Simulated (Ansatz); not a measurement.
Consider F6W···HCl.

```xyz
9

W    -0.0983   -0.1031   -0.1327
F     0.0248    0.0299    1.7097
F     1.7270   -0.1469   -0.3015
F    -0.1550    1.7214   -0.3058
F    -1.9350   -0.1245    0.0213
F    -0.1056   -1.9388    0.0344
F    -0.2693   -0.2779   -1.9540
Cl    2.0970    2.1310    1.6392
H     1.3565    1.4613    2.5272
```

Core potentials replace the inner electrons of W; not at a stationary point (largest force 0.9 eV/Å).

These are results of RKS LDA/def2-SVP (Ansatz), not measurements.

Q: What will maps of the electron density and electron localisation function show?

A: W–F (1.83 Å): ρ at the midpoint is about 1.2 e/Å³; the ELF peaks at about 0.80 in the valence shell of F, 0.5 Å from its nucleus, and drops to about 0.25 between the two atoms.

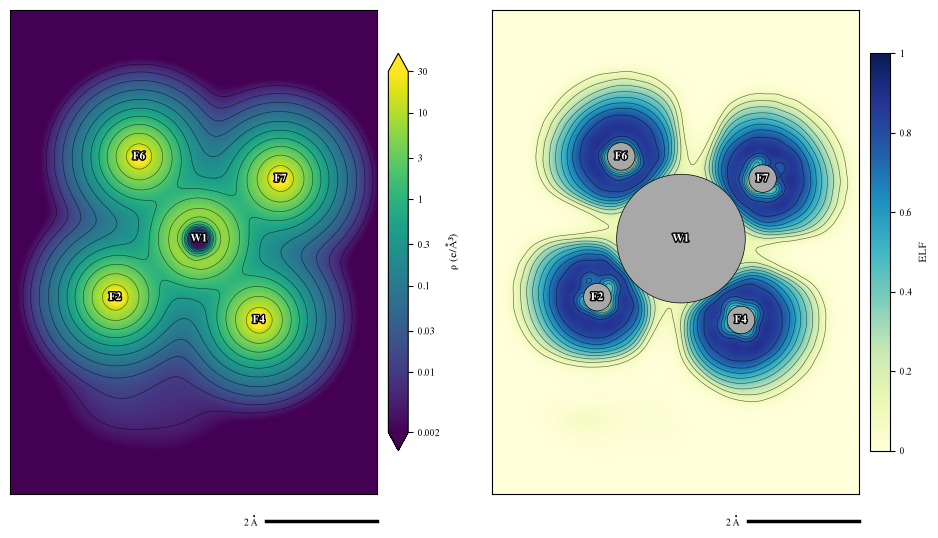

Computed electron density and electron localisation function on the plane of atoms F4, W1 and F7, in this order. Grey discs cover the atomic cores in the ELF map. 
